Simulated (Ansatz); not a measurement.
**HfF4 (SMILES F[Hf](F)(F)F): BLYP/def2-SVP (core potential)**

What is the vertical singlet–triplet gap of HfF4 at BLYP/def2-SVP (core potential)? 

Program for the calculation: Ansatz 0.2.0.

7 further runs of the same task are left out: 6 that didn't finish, 1 set aside as unsound or not needed.

### Step 1. Starting point

HfF4 has 5 atoms, charge 0, and is taken as a singlet. SMILES: `F[Hf](F)(F)F`. Geometry: relaxed at PBE0-D4/def2-TZVP.

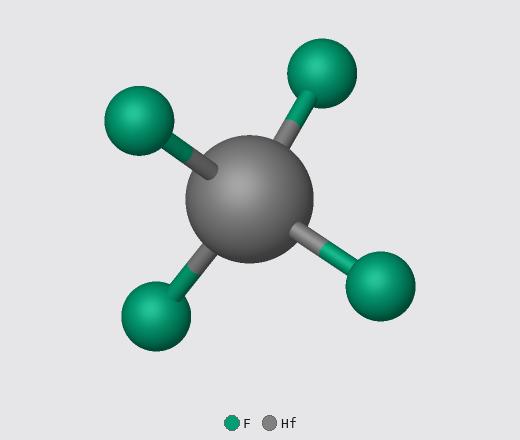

The structure, seen from a chosen angle (fluorine teal, hafnium grey).

### Step 2. The energy at BLYP/def2-SVP (core potential)

job.yaml reads:

```yaml
crystal:
  periodic: [false, false, false]
  atoms:
    - symbol: F
      position_ang: [-0.908700, -0.112040, 1.661430]
    - symbol: Hf
      position_ang: [-0.000000, 0.000000, -0.000000]
    - symbol: F
      position_ang: [1.622880, -0.977200, 0.099740]
    - symbol: F
      position_ang: [-1.093180, -0.727680, -1.368970]
    - symbol: F
      position_ang: [0.379000, 1.816910, -0.392190]
basis:
  gaussian:
    orbitals: def2-SVP
hamiltonian:
  xc: {name: BLYP}
accuracy: high
output: {orbitals: {seedname: orbitals}}
```

Run with:

```bash
$ ansatz run job.yaml --threads 1 --pin off --max-ram 3480MiB --events-out events.jsonl --progress --plain --runs-dir runs
```

Output:

```text
Warning: RAYON_NUM_THREADS=1 ignored (pool sized by the plan → 1); use --threads N
Functional definition: BLYP
  name "BLYP"
  parameter beta = 0.0042
  parameter a = 0.04918
  parameter b = 0.132
  parameter c = 0.2533
  parameter d = 0.349
  exchange = b88_x(beta = beta)
  correlation = lyp_c(a = a, b = b, c = c, d = d)
1818 factors; integrals over basis functions are off by at most 3.1e-9 eV
mean field evaluation 1: about -12165.5744 eV, gradient 7.3e1 eV
mean field evaluation 2: about -12088.5746 eV, gradient 2.3e2 eV
mean field evaluation 4: about -12173.8658 eV, gradient 5.0e0 eV
mean field evaluation 8: about -12173.9222 eV, gradient 1.2e-1 eV
mean field evaluation 16: about -12173.9222 eV, gradient 1.4e-6 eV
mean field -12173.92219642 eV, -447.3833889377 hartree, gradient 7.7e-8 eV, S^2 0.000000; 0 other end points of the search recorded, 0 dependent functions left out
reference -12173.92224578 eV, -447.3833907514 hartree; 24, 24 occupied and 64, 64 virtual orbitals, 1818 factors
Total energy: -12173.92224578 eV, -447.3833907514 hartree
```

It took 5.7 s on 1 thread of Intel Xeon Platinum 8375C at 2.90GHz (Ice Lake), shared host; peak memory 0.24 GiB.

### Step 3. The triplet at the same level

molecule.yaml reads:

```yaml
crystal:
  periodic: [false, false, false]
  atoms:
    - {symbol: F, position_ang: [-0.908700, -0.112040, 1.661430]}
    - {symbol: Hf, position_ang: [-0.000000, 0.000000, -0.000000]}
    - {symbol: F, position_ang: [1.622880, -0.977200, 0.099740]}
    - {symbol: F, position_ang: [-1.093180, -0.727680, -1.368970]}
    - {symbol: F, position_ang: [0.379000, 1.816910, -0.392190]}
basis:
  gaussian:
    orbitals: def2-SVP
hamiltonian:
  xc: {name: BLYP}
accuracy: high
magnetization:
  spin_polarized: true
  initial_magnetization: 2
output: {orbitals: {seedname: orbitals}}
```

Run with:

```bash
$ ansatz run molecule.yaml --threads 1 --pin off --max-ram 3480MiB --events-out events.jsonl --progress --plain --runs-dir runs
```

Output (excerpt; [...] marks lines left out):

```text
Warning: RAYON_NUM_THREADS=1 ignored (pool sized by the plan → 1); use --threads N
[... 2 set-up lines as earlier in the session ...]
[...]
1818 factors; integrals over basis functions are off by at most 3.1e-9 eV
[...]
mean field -12165.53509663 eV, -447.0751687054 hartree, gradient 2.4e-8 eV, S^2 2.001905; 20 other end points of the search recorded, 0 dependent functions left out
reference -12165.53514275 eV, -447.0751704000 hartree; 25, 23 occupied and 63, 65 virtual orbitals, 1818 factors
Total energy: -12165.53514275 eV, -447.0751704000 hartree
```

Run time: 2.6 min. Hardware: 1 thread of Intel Xeon Platinum 8375C at 2.90GHz (Ice Lake), shared host; peak memory 0.35 GiB.

### Step 4. Results

Level: BLYP/def2-SVP (core potential).

```
                                        quantity          value
                           singlet: total energy  -447.38339 Eh
                            singlet: HOMO energy       -9.78 eV
                            singlet: LUMO energy       -1.59 eV
                          singlet: HOMO–LUMO gap        8.20 eV
                           triplet: total energy  -447.07517 Eh
     triplet: HOMO energy (highest over α and β)       -2.20 eV
                                   triplet: ⟨S²⟩          2.002
vertical energy of the triplet above the singlet       8.387 eV
```

**Reading.** At this shape the triplet lies 8.39 eV (809 kJ/mol) above the singlet.
